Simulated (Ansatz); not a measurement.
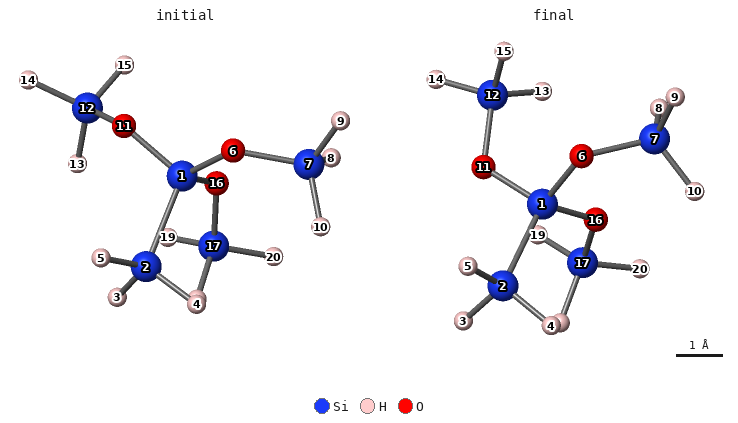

The structure of Si5H12O3 before (left) and after (right) a relaxation, at one scale.

The picture is a ball-and-stick view, seen at a tilt.

The run prepares the start of a later molecular dynamics calculation, from a guessed geometry.

Theory: RKS CAM-B3LYP-D4/STO-3G in Ansatz.

Input file:
```yaml
crystal:
  periodic: [false, false, false]
  atoms:
    - { symbol: Si, position_ang: [0.0, 0.0, 0.0] }
    - { symbol: Si, position_ang: [0.0, 0.0, 2.22] }
    - { symbol: H, position_ang: [-1.3148, -0.4067, 2.7074] }
    - { symbol: H, position_ang: [1.0096, -0.9353, 2.7074] }
    - { symbol: H, position_ang: [0.3052, 1.342, 2.7074] }
    - { symbol: O, position_ang: [1.5842, 0.0, -0.5594] }
    - { symbol: Si, position_ang: [2.4906, -1.3762, -0.8866] }
    - { symbol: H, position_ang: [1.6598, -2.3521, -1.5857] }
    - { symbol: H, position_ang: [3.6318, -1.0202, -1.7249] }
    - { symbol: H, position_ang: [2.9691, -1.9538, 0.366] }
    - { symbol: O, position_ang: [-0.7913, 1.3709, -0.5594] }
    - { symbol: Si, position_ang: [-2.4002, 1.4263, -1.0396] }
    - { symbol: H, position_ang: [-3.2124, 0.6421, -0.1138] }
    - { symbol: H, position_ang: [-2.862, 2.8114, -1.0378] }
    - { symbol: H, position_ang: [-2.5267, 0.8736, -2.385] }
    - { symbol: O, position_ang: [-0.7913, -1.3709, -0.5594] }
    - { symbol: Si, position_ang: [-1.673, -2.4329, 0.3983] }
    - { symbol: H, position_ang: [-1.2634, -2.287, 1.792] }
    - { symbol: H, position_ang: [-3.0964, -2.1323, 0.2761] }
    - { symbol: H, position_ang: [-1.4264, -3.8036, -0.0398] }
basis:
  gaussian: { orbitals: STO-3G }
hamiltonian:
  xc: cam_b3lyp
  dispersion: d4
relax:
  f_tol: 0.02
  max_steps: 40
```

Launched with:
```bash
ansatz run input.yaml --threads 1 --pin off --max-ram 2048MiB --backend cpu --events-out ev --progress --plain --runs-dir out
```

Question: What changed between the two?

Answer: The relaxation stopped without meeting its thresholds, so the last structure isn't shown to be converged. It used up its limit of 40 steps. The atom that moves furthest after the best rigid fit is H13 (2.62 Å). Largest moves by element: H 2.62 Å, O 1.10 Å, Si 0.94 Å. Near-neighbour distances that change, for instance: Si1–Si2 2.220 → 2.263 Å, Si12–H14 1.460 → 1.440 Å, Si12–H13 1.460 → 1.445 Å, Si1–O11 1.679 → 1.672 Å. Among the angles between lasting bonds that change: O6–Si1–O16 109.5° → 100.3°, Si1–O6–Si7 125.0° → 118.1°, Si2–Si1–O16 109.5° → 116.2°. Groups turn about Si1–O11 by about 95°, Si1–O16 by about 50°, O16–Si17 by about 35°. After 37 accepted moves (39 points after the start) the energy has fallen by 60.2 kJ/mol. Largest force component: 1.3 eV/Å at the start, 0.03 eV/Å at the end. The line search rejected the trial steps at points 32, 38 of the run. The forces were under the threshold at step 23, but the run went on from there. Cost: 4.8 min on 1 thread of Intel(R) Xeon(R) Platinum 8488C (Sapphire Rapids), on a shared host, peak memory 0.31 GiB.

Limits of the set-up: STO-3G is a minimal basis, so the numbers are rough.
